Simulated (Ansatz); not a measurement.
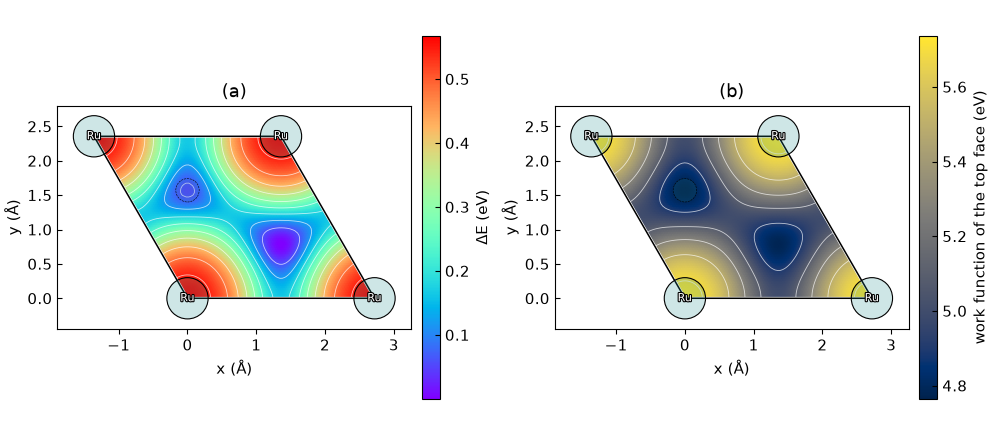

Cl on a Ru(001) slab cut from the P6_3/mmc phase, its upper half relaxed before the scan (16 atoms of substrate and one adsorbate in a 2 × 2 cell). Cl is moved over the surface cell; relaxed at each place: the height of the adsorbate's atoms; substrate rigid; the origin of the map has the adsorbate above Ru13. Places are given modulo a cell vector. The map is drawn in real space over the plane of the surface. Grid: 6 × 6 points; 10 points were computed and 26 follow by symmetry. Places are given in fractions of the 1 × 1 surface cell. Energies: eV, counted from the lowest grid point. The calculation used DFT PBE, scalar-relativistic, plane waves, PAW in Ansatz. Settings: cutoff 420 eV, k-mesh 6×6×1, gaussian smearing 0.1 eV, no spin polarisation.

Panel (a) is the energy and panel (b) the computed work function of the top face on the same grid.

In the figure: a smooth colour map with a few white contour lines, labelled circles for the atoms of the top layer and small ones for the second layer, the outline of one cell of the plane. Between grid points the surface is interpolated.

Question: How does the work function of the top face vary over the map, and what is it at the lowest grid point?

Answer: It runs from 4.76 eV at a threefold hollow over a second-layer Ru atom, (2/6, 4/6) of the cell vectors to 5.74 eV at the top site over a surface Ru atom, (0/6, 0/6) of the cell vectors. At the lowest grid point, a threefold hollow, (4/6, 2/6) of the cell vectors, it is 4.78 eV.

PAW datasets: the set soft_1.
